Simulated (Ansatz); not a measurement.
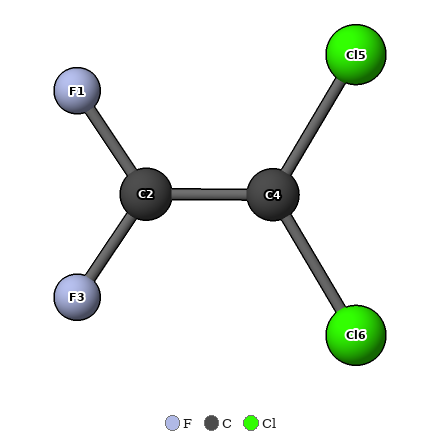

The system is C₂Cl₂F₂, SMILES FC(F)=C(Cl)Cl; the picture shows the reference structure. Coordinates scanned: (1) angle F1–C2–C4; (2) dihedral F1–C2–C4–Cl5. Nothing is relaxed (all other coordinates rigid). The scan uses an 11 × 12 grid; 44 points were computed and 88 follow by symmetry. Points are written as (first, second). All energies are given in kJ/mol relative to the lowest grid point. Energies and slopes of some neighbouring points disagree (a jump in structure or state, or too coarse a mesh). The dihedral twists a double bond; near 90° a spin-restricted reference is unreliable. All numbers below come from Ansatz, RKS r2SCAN-D4/def2-SVP.

Its coordinates:

```xyz
6

F     1.0909   -1.4279   -0.3336
C     0.1250   -0.6993    0.1694
F    -0.6016   -1.3667    1.0316
C    -0.0949    0.5837   -0.1606
Cl    0.9116    1.3816   -1.3045
Cl   -1.3890    1.4647    0.5513
```

Range: angle F1–C2–C4 from 88.9 to 158.9°; dihedral F1–C2–C4–Cl5 from −180 to 150°.

**What landscape does the calculation give?**

The lowest grid point is at (123.9°, −180°). The same energy is found at (123.9°, 0°). The highest grid point, (158.9°, −90°), lies 645 kJ/mol above the lowest.

```tsv
dihedral F1–C2–C4–Cl5 ↓, angle F1–C2–C4 →	88.9	95.9	102.9	109.9	116.9	123.9	130.9	137.9	144.9	151.9	158.9
150	338	219	137	83	51	40	49	82	143	248	418
120	431	329	254	201	168	154	160	188	246	347	515
90	598	507	435	380	343	323	321	342	391	484	645
60	431	329	254	201	168	154	160	188	246	347	515
30	338	219	137	83	51	40	49	82	143	248	418
0	316	185	97	41	10	0	10	44	107	213	384
−30	338	219	137	83	51	40	49	82	143	248	418
−60	431	329	254	201	168	154	160	188	246	347	515
−90	598	507	435	380	343	323	321	342	391	484	645
−120	431	329	254	201	168	154	160	188	246	347	515
−150	338	219	137	83	51	40	49	82	143	248	418
−180	316	185	97	41	10	0	10	44	107	213	384
```

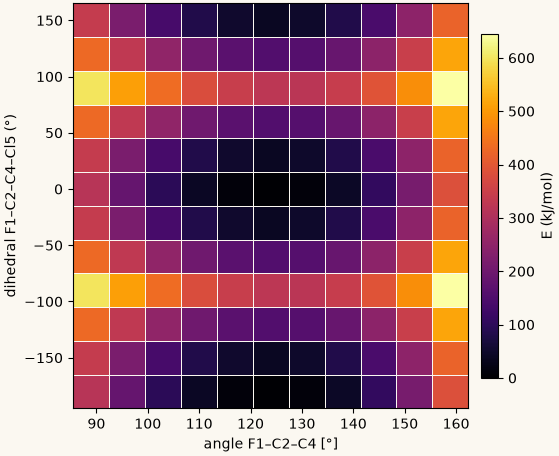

The picture shows one coloured cell a grid point.

Time for the 44 points that were run: 6.5 min on 1 thread of Arm Neoverse V1, with other jobs on the host.
